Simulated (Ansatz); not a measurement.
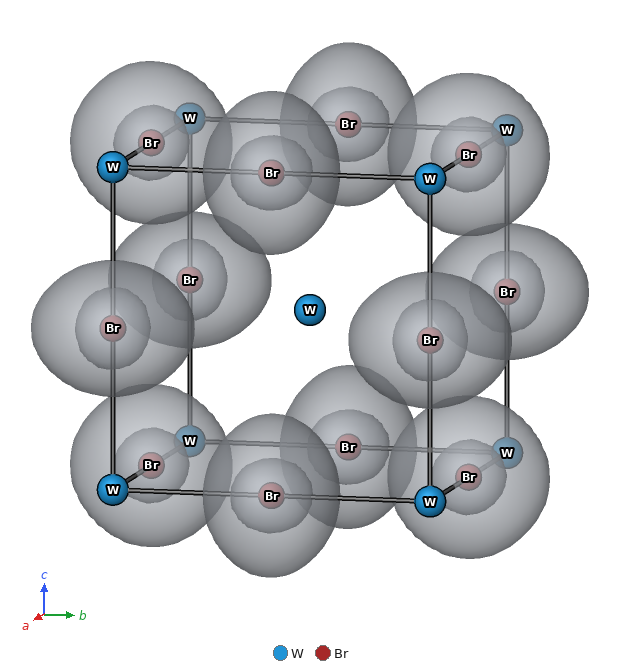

*W$_{2}$Br$_{3}$. Isosurface of the electron localisation function at 0.7 (grey), seen slightly off an axis. Core shells and regions of very low density are left out. Sticks mark near contacts.*

Space group Pm-3m; a structure generated by program, which may or may not match a known phase; the program warned that a starting moment wasn't kept; spin-polarised.

Method: DFT PBE, scalar-relativistic, plane waves, PAW (Ansatz).

```cif
data_structure
_symmetry_space_group_name_H-M 'P 1'
_symmetry_Int_Tables_number 1
_cell_length_a 5.2450
_cell_length_b 5.2450
_cell_length_c 5.2450
_cell_angle_alpha 90.000
_cell_angle_beta 90.000
_cell_angle_gamma 90.000
_cell_volume 144.29
loop_
_atom_site_label
_atom_site_type_symbol
_atom_site_fract_x
_atom_site_fract_y
_atom_site_fract_z
_atom_site_occupancy
W1 W 0.50000 0.50000 0.50000 1
W2 W 0.00000 0.00000 0.00000 1
Br1 Br 0.50000 0.00000 0.00000 1
Br2 Br 0.00000 0.50000 0.00000 1
Br3 Br 0.00000 0.00000 0.50000 1
```

Identify the bonds, lone pairs and shells in this picture.

Answer. The surface consists of three regions wrapped around Br (the valence shell of each), counted in one cell of 5 atoms. Regions shared between cells count once. Along the contacts the grid gives the following. W–Br (2.62 Å): the ELF is about 0.35 at the midpoint.
